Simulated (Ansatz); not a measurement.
# SiCF+ (singlet): trial inputs and their diagnosis

3 inputs are run for SiCF+ (singlet) as typed; the log has to tell whether the result can be used and what must change.

Computed with Ansatz 0.2.0, Gaussian basis. Level: the settings change from run to run.

23 further runs of the same task are left out: 4 for a known fault of the program, 6 that didn't finish, 13 set aside as unsound or not needed.

**1. The system**

The geometry is a PBE0/def2-TZVP stationary point (not a proven minimum) of the parent state, kept for this charge and spin.

3 atoms, charge 1, spin multiplicity 1.

Atoms are counted from 1 here; the program's logs count them from 0.

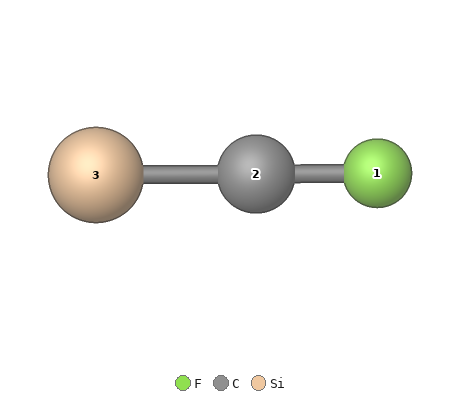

The structure; fluorine green, carbon grey, silicon light orange; atoms are numbered from 1 in the order of the file.

**2. Input 1**

Contents of in.yaml:

```yaml
crystal:
  periodic: [false, false, false]
  atoms:
    - {symbol: F, position_ang: [0.000000, 0.000000, -1.413044]}
    - {symbol: C, position_ang: [0.000000, 0.000000, -0.136834]}
    - {symbol: Si, position_ang: [0.000000, 0.000000, 1.549877]}
basis:
  gaussian: {orbitals: cc-pVDZ, point_charges: [{charge: 0.50, position_ang: [3.259, -0.724, 0.868]}]}
total_charge: 1
correlation: {active_space: {ras: {orbitals: [7, 0, 32], electrons: 11, max_holes: 2, max_particles: 2}, fixed_orbitals: true}}
accuracy: high
output: {forces: true}
```

Run with:

```sh
$ ansatz run in.yaml --threads 1 --pin off --events-out ev --progress --plain --max-ram 2393MiB
```

Output:

```text
Functional definition: HF
  name "HF"
  cite "Fock, Z. Phys. 61, 126 (1930) doi:10.1007/BF01340294"
  parent pbe
  exchange = exact_x
  correlation = 0
885 factors; integrals over basis functions are off by at most 3.5e-9 eV
mean field evaluation 1: about -11578.8691 eV, gradient 4.6e1 eV
mean field evaluation 2: about -11578.8756 eV, gradient 4.6e1 eV
mean field evaluation 4: about -11583.5104 eV, gradient 3.9e0 eV
mean field evaluation 8: about -11583.5876 eV, gradient 4.8e-1 eV
mean field evaluation 16: about -11583.5896 eV, gradient 1.4e-8 eV
mean field evaluation 32: about -11583.3272 eV, gradient 2.0e-1 eV
mean field -11583.58959304 eV, -425.6890659053 hartree, gradient 3.5e-8 eV, S^2 0.000000; 5 other end points of the search recorded, 0 dependent functions left out
reference -11583.58959304 eV, -425.6890659053 hartree; 14, 14 occupied and 32, 32 virtual orbitals, 885 factors
Error: 11 electrons in 39 orbitals form no window around the highest filled level of the reference
```

Run time: 0.69 s. Hardware: 1 thread of Arm Neoverse V2, shared host.

Diagnosis: The run stopped with an error. The electron count of the restricted space is wrong. Cure: count the correlated electrons again.

**3. Input 2**

Contents of in.yaml:

```yaml
crystal:
  periodic: [false, false, false]
  atoms:
    - {symbol: F, position_ang: [0.000000, 0.000000, -1.413044]}
    - {symbol: C, position_ang: [0.000000, 0.000000, -0.136834]}
    - {symbol: Si, position_ang: [0.000000, 0.000000, 1.549877]}
basis:
  gaussian: {orbitals: STO-3G}
total_charge: 1
hamiltonian: {xc: r2scan}
correlation: {active_space: {window: {electrons: 2, orbitals: 2}}}
accuracy: high
```

Launched as before.

Output:

```text
Error: invalid value for `correlation.active_space`: it starts from restricted Hartree–Fock orbitals; set hamiltonian.xc: hf without magnetization.spin_polarized
```

Run time: 0.03 s. Hardware: 1 thread of Arm Neoverse V2, shared host.

Diagnosis: The run was refused. An active space is asked on a functional's orbitals. Cure: start from Hartree-Fock.

**4. Input 3**

Contents of in.yaml:

```yaml
crystal:
  periodic: [false, false, false]
  atoms:
    - {symbol: F, position_ang: [0.000000, 0.000000, -1.413044]}
    - {symbol: C, position_ang: [0.000000, 0.000000, -0.136834]}
    - {symbol: Si, position_ang: [0.000000, 0.000000, 1.549877]}
basis:
  gaussian: {orbitals: cc-pVDZ}
total_charge: 1
correlation: {method: fic_mrcisd_q, electrons: outside_noble_gas, active_space: {window: {electrons: 2, orbitals: 2}, states: [{multiplicity: 1, weights: [1, 1]}], root: 2}}
scf: {lower_state_search: off}
```

Launched as before.

Output:

```text
Error: the active space averages no state 2, counted from zero
```

Run time: 0.03 s. Hardware: 1 thread of Arm Neoverse V2, shared host.

**Diagnosis.** The run was refused. The root asked for lies beyond the states averaged. To mend it, average more states or name a lower root.

**5. How the runs ended**

```csv
input,level,ended,cause,time
1,CISD/cc-pVDZ,stopped by an error,the electron count of the restricted space is wrong,0.69 s
2,"CASSCF(2,2)/STO-3G",refused,an active space is asked on a functional's orbitals,0.03 s
3,"MRCISD+Q(2,2)/cc-pVDZ",refused,the root asked for lies beyond the states averaged,0.03 s
```

1 stopped by an error, 2 refused.
